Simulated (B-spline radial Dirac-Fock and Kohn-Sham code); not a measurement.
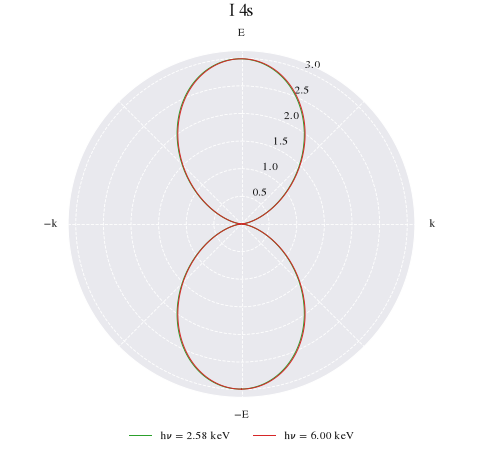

Angular distribution of photoelectrons from N1 (4s) in the plane of the polarisation E (up) and the photon direction k (right), relative to an isotropic one. The figure is for the iodine atom. Level of theory: a Dirac–Hartree–Slater potential; 1 + βP₂(cos θ) + (δ + γ cos²θ) sin θ cos φ with E1 and E1–E2 terms; calculated with a B-spline radial atomic code. Open shells are averaged over j.

Q: Is the pattern at 6.00 keV symmetric between forward and backward?

A: Nearly; the non-dipole terms change it by under 5 % at 45° from E.
